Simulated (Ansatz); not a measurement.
# Si₂H₆O₃: small, medium and large basis sets

Aim: see how fast density functionals converge with the basis set for Si₂H₆O₃.

Method: one geometry, several basis sets; program: Ansatz 0.2.0, Gaussian basis.

Levels to be run: PBE0-D4/def2-SVP; ωB97M-V/def2-SVP; PBE0-D4/def2-QZVPP; ωB97M-V/def2-QZVPP; the functionals' def2-TZVPP values are taken from earlier runs.

## 1. The geometry

The geometry comes from an earlier relaxation with PBE0-D4 in a triple-zeta def2 set; it is a stationary point, not always the lowest conformer.

SMILES `O[SiH](O)O[SiH3]`, 11 atoms, charge 0, spin multiplicity 1.

Atoms are counted from 1 here; the program's logs count them from 0.

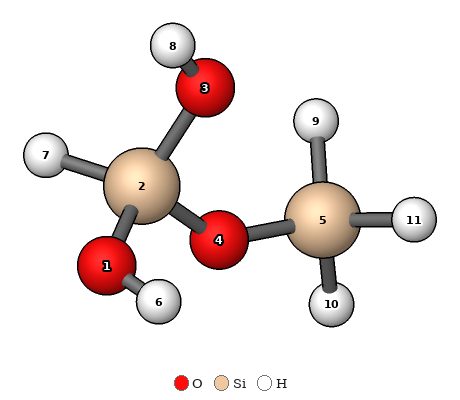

The structure; oxygen red, silicon light orange, hydrogen white; atoms are numbered from 1 in the order of the file.

## 2. PBE0-D4 in def2-SVP

in.yaml

```yaml
crystal:
  periodic: [false, false, false]
  atoms:
    - {symbol: O, position_ang: [-2.050090, 0.722466, 1.083641]}
    - {symbol: Si, position_ang: [-0.434525, 0.605765, 0.893286]}
    - {symbol: O, position_ang: [0.207122, -0.703976, 1.641543]}
    - {symbol: O, position_ang: [-0.039661, 0.422614, -0.668726]}
    - {symbol: Si, position_ang: [0.977397, -0.380036, -1.674254]}
    - {symbol: H, position_ang: [-2.605673, 0.045495, 0.693810]}
    - {symbol: H, position_ang: [0.098695, 1.867516, 1.435603]}
    - {symbol: H, position_ang: [0.074218, -0.792011, 2.586049]}
    - {symbol: H, position_ang: [2.373371, -0.310104, -1.171871]}
    - {symbol: H, position_ang: [0.897341, 0.267887, -3.006208]}
    - {symbol: H, position_ang: [0.567305, -1.802618, -1.792273]}
basis:
  gaussian: {orbitals: def2-SVP}
hamiltonian: {xc: pbe0, dispersion: d4}
output: {orbitals: {seedname: orbitals}}
```

Command:

```
$ ansatz run in.yaml --threads 4 --pin off --events-out ev --progress --plain --max-ram 10444MiB
```

Output:

```text
Functional definition: PBE0
  name "PBE0"
  cite "Adamo & Barone, J. Chem. Phys. 110, 6158 (1999) doi:10.1063/1.478522"
  cite "Perdew, Burke & Ernzerhof, Phys. Rev. Lett. 77, 3865 (1996) doi:10.1103/PhysRevLett.77.3865"
  parent pbe
  parameter a = 0.25
  parameter kappa = 0.804
  parameter beta = 0.06672455060314922
  exchange = (1 - a)*pbe_x(kappa = kappa, mu = beta*pi^2/3) + a*exact_x
  correlation = pbe_c(beta = beta)
1169 factors; their error is unknown
mean field evaluation 1: about -21966.3491 eV, gradient 7.4e1 eV
mean field evaluation 2: about -21956.3044 eV, gradient 1.0e2 eV
mean field evaluation 4: about -21975.3604 eV, gradient 4.4e0 eV
mean field evaluation 8: about -21975.5013 eV, gradient 2.4e-2 eV
mean field -21975.50127422 eV, -807.5847762979 hartree, gradient 8.2e-5 eV, S^2 0.000000; 0 other end points of the search recorded, 0 dependent functions left out
reference -21975.50130395 eV, -807.5847773905 hartree; 29, 29 occupied and 79, 79 virtual orbitals, 1169 factors
Total energy: -21975.70267141 eV, -807.5921775082 hartree
```

Wall time 1.1 s (4 threads of Arm Neoverse V2, shared host); peak memory 0.46 GiB.

## 3. ωB97M-V in def2-SVP

in.yaml, as its differences from that of step 2:

```diff
@@ -16,3 +16,3 @@
   gaussian: {orbitals: def2-SVP}
-hamiltonian: {xc: pbe0, dispersion: d4}
+hamiltonian: {xc: {name: wB97M-V}}
 output: {orbitals: {seedname: orbitals}}
```

Same command.

Output, shortened:

```text
Functional definition: wB97M-V
  name "wB97M-V"
  cite "Mardirossian & Head-Gordon, J. Chem. Phys. 144, 214110 (2016) doi:10.1063/1.4952647"
  cite "Becke, J. Chem. Phys. 107, 8554 (1997) doi:10.1063/1.475007"
  cite "Vydrov & Van Voorhis, J. Chem. Phys. 133, 244103 (2010) doi:10.1063/1.3521275"
  # Of w^i u^j: cxij and so on, Table III.
[...]
  gx(w, u) = 1 - cx + cx01*u + cx10*w
  gss(w, u) = css00 + css04*u^4 + css10*w + css20*w^2 + css43*w^4*u^3
  gos(w, u) = cos00 + cos10*w + (cos20 + cos21*u)*w^2 + (cos60 + cos61*u)*w^6
[...]
      + integral(e_c_pw_mod_opposite_spin*gos(b97_w_opposite, b97_u_opposite)) + vv10(b, c)
1169 factors; their error is unknown
328 factors; integrals over basis functions are off by at most 7.0e-6 eV
[...]
mean field -21985.69587323 eV, -807.9594209014 hartree, gradient 4.2e-5 eV, S^2 0.000000; 0 other end points of the search recorded, 0 dependent functions left out
reference -21985.69592028 eV, -807.9594226302 hartree; 29, 29 occupied and 79, 79 virtual orbitals, 1169 factors
Total energy: -21985.69592028 eV, -807.9594226302 hartree
```

Run time: 4.5 s. Hardware: 4 threads of Arm Neoverse V2, shared host; peak memory 0.46 GiB.

## 4. PBE0-D4 in def2-QZVPP

in.yaml, as its differences from that of step 3:

```diff
@@ -15,4 +15,4 @@
 basis:
-  gaussian: {orbitals: def2-SVP}
-hamiltonian: {xc: {name: wB97M-V}}
+  gaussian: {orbitals: "def2-QZVPP.json"}
+hamiltonian: {xc: pbe0, dispersion: d4}
 output: {orbitals: {seedname: orbitals}}
```

Launched as before.

Output:

```text
Functional definition: PBE0
  name "PBE0"
  cite "Adamo & Barone, J. Chem. Phys. 110, 6158 (1999) doi:10.1063/1.478522"
  cite "Perdew, Burke & Ernzerhof, Phys. Rev. Lett. 77, 3865 (1996) doi:10.1103/PhysRevLett.77.3865"
  parent pbe
  parameter a = 0.25
  parameter kappa = 0.804
  parameter beta = 0.06672455060314922
  exchange = (1 - a)*pbe_x(kappa = kappa, mu = beta*pi^2/3) + a*exact_x
  correlation = pbe_c(beta = beta)
1676 factors; their error is unknown
mean field evaluation 1: about -21978.9715 eV, gradient 8.7e1 eV
mean field evaluation 2: about -21961.3211 eV, gradient 1.3e2 eV
mean field evaluation 4: about -21990.2944 eV, gradient 6.0e0 eV
mean field evaluation 8: about -21990.3468 eV, gradient 3.5e-2 eV
mean field evaluation 16: about -21990.3600 eV, gradient 1.4e-5 eV
mean field -21990.36001033 eV, -808.1308247782 hartree, gradient 1.4e-5 eV, S^2 0.000000; 0 other end points of the search recorded, 0 dependent functions left out
reference -21990.36005316 eV, -808.1308263523 hartree; 29, 29 occupied and 462, 462 virtual orbitals, 1676 factors
Total energy: -21990.56142062 eV, -808.1382264700 hartree
```

Run time: 10 s. Hardware: 4 threads of Arm Neoverse V2, shared host; peak memory 1.9 GiB.

## 5. ωB97M-V in def2-QZVPP

in.yaml, as its differences from that of step 4:

```diff
@@ -16,3 +16,3 @@
   gaussian: {orbitals: "def2-QZVPP.json"}
-hamiltonian: {xc: pbe0, dispersion: d4}
+hamiltonian: {xc: {name: wB97M-V}}
 output: {orbitals: {seedname: orbitals}}
```

The command is unchanged.

Output, shortened:

```text
Functional definition: wB97M-V
  name "wB97M-V"
  cite "Mardirossian & Head-Gordon, J. Chem. Phys. 144, 214110 (2016) doi:10.1063/1.4952647"
  cite "Becke, J. Chem. Phys. 107, 8554 (1997) doi:10.1063/1.475007"
  cite "Vydrov & Van Voorhis, J. Chem. Phys. 133, 244103 (2010) doi:10.1063/1.3521275"
  # Of w^i u^j: cxij and so on, Table III.
[...]
  gx(w, u) = 1 - cx + cx01*u + cx10*w
  gss(w, u) = css00 + css04*u^4 + css10*w + css20*w^2 + css43*w^4*u^3
  gos(w, u) = cos00 + cos10*w + (cos20 + cos21*u)*w^2 + (cos60 + cos61*u)*w^6
[...]
      + integral(e_c_pw_mod_opposite_spin*gos(b97_w_opposite, b97_u_opposite)) + vv10(b, c)
1636 factors; their error is unknown
405 factors; integrals over basis functions are off by at most 1.1e-5 eV
[...]
mean field -22000.67843038 eV, -808.5100197211 hartree, gradient 1.6e-5 eV, S^2 0.000000; 0 other end points of the search recorded, 0 dependent functions left out
reference -22000.67850047 eV, -808.5100222969 hartree; 29, 29 occupied and 462, 462 virtual orbitals, 1636 factors
Total energy: -22000.67850047 eV, -808.5100222969 hartree
```

Run time: 21 s. Hardware: 4 threads of Arm Neoverse V2, shared host; peak memory 2.2 GiB.

## 6. Density functionals: the series

The def2-TZVPP values come from earlier runs at the same geometry.

```csv
functional,basis,functions,energy (eV),from the largest (eV),HOMO (eV),LUMO (eV)
PBE0-D4,def2-SVP,108,-21975.7027,14.859,-8.70,0.83
PBE0-D4,def2-TZVPP,261,-21989.6166,0.945,-8.84,0.24
PBE0-D4,def2-QZVPP,491,-21990.5614,0.000,-8.87,0.00
ωB97M-V,def2-SVP,108,-21985.6959,14.983,-10.97,2.66
ωB97M-V,def2-TZVPP,261,-21999.8012,0.877,-11.15,1.80
ωB97M-V,def2-QZVPP,491,-22000.6785,0.000,-11.18,1.28
```

## 7. Outcome

| quantity | value |
| --- | --- |
| PBE0-D4: double and triple zeta above quadruple | 14.86, 0.94 eV |
| ωB97M-V: double and triple zeta above quadruple | 14.98, 0.88 eV |

In words: For PBE0-D4 the step from double to triple zeta gains 13.91 eV and the next only 0.94 eV. These are total energies; as a rule much of such shifts cancels in differences, which this series doesn't test. The LUMO of ωB97M-V is positive and keeps falling with the basis (2.66 to 1.28 eV): an unbound level that the basis holds in place.

For PBE0-D4 the largest set took about 9 times as long as the smallest (10 s against 1.1 s).
